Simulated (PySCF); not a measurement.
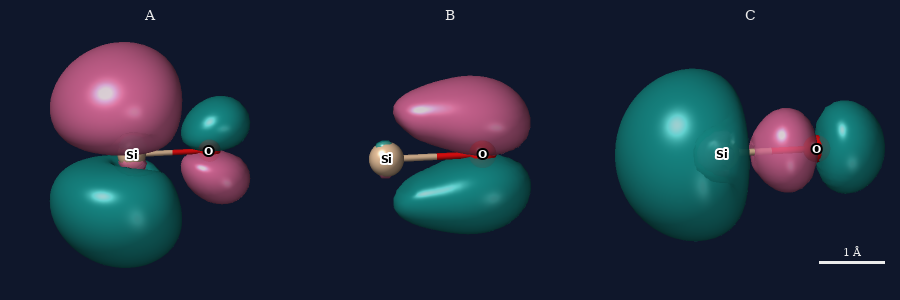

The picture shows: SiO (charge +1, doublet). Three frontier α-spin orbitals, each drawn at the value that holds 80 % of its norm (teal and pink are the two phases), in no order; of a degenerate pair one member is drawn.

Computed with PySCF 2.14.0, PBE0/pcseg-2, non-relativistic, at a bond length of 1.518 Å.

> Name the orbitals and rank them from lowest to highest energy.

Orbital C: σ, occupied in this spin, −18.28 eV; mainly on Si (70 %).
Orbital B: π, occupied in this spin, −18.21 eV; mainly on O (80 %).
Orbital A: π, empty in this spin, −9.87 eV; mainly on Si (85 %).
